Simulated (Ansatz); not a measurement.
# Au (fcc, Cu type), energy against volume

Au (fcc, Cu type)

```xyz
1
Lattice="0.0000 2.0620 2.0620 2.0620 0.0000 2.0620 2.0620 2.0620 0.0000" Properties=species:S:1:pos:R:3 pbc="T T T"
Au     0.0000     0.0000     0.0000
```

E(V) scan at fixed shape, V₀ the volume above. Symmetry pins the atoms to their sites.

Method: r2SCAN (plane waves to 500 eV, PAW, scalar-relativistic; Ansatz, a program for electronic structure). k mesh 20×20×20 (Γ-centred), Fermi-Dirac smearing 0.05 eV. Energies are smeared free energies. Au was relaxed with its symmetry unable to fall. Spin-orbit coupling is left out, though Au is heavy. ΔE is measured from the relaxed starting cell.

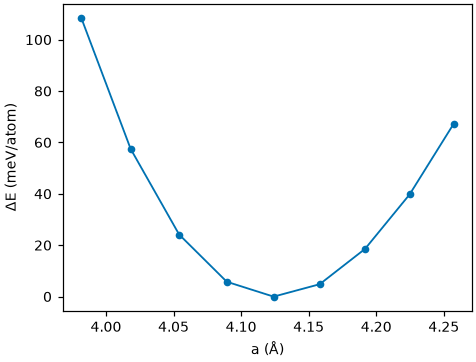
ΔE (meV/atom) against a (Å); markers are the computed points, lines only join them.

The energy cost of the largest compression is 108 meV/atom, the pressure derivative B₀′ (fit) comes out as 5.9 and the bulk modulus B₀ (third-order Birch-Murnaghan fit) is 154 GPa. The energy cost of the largest expansion is 67 meV/atom and the pressure for 5 % compression (fit) comes out as 9.2 GPa.

Check by three points about V = 17.536 Å³/atom, step 0.877: d²E/dV² ≈ (24 − 2·0 + 19) meV / 0.877² = 0.0559 eV/Å⁶, and V·d²E/dV² × 160.2 = 157 GPa.

(Under strain, the slope of the energy per volume gives the stress and its curvature an elastic modulus.)
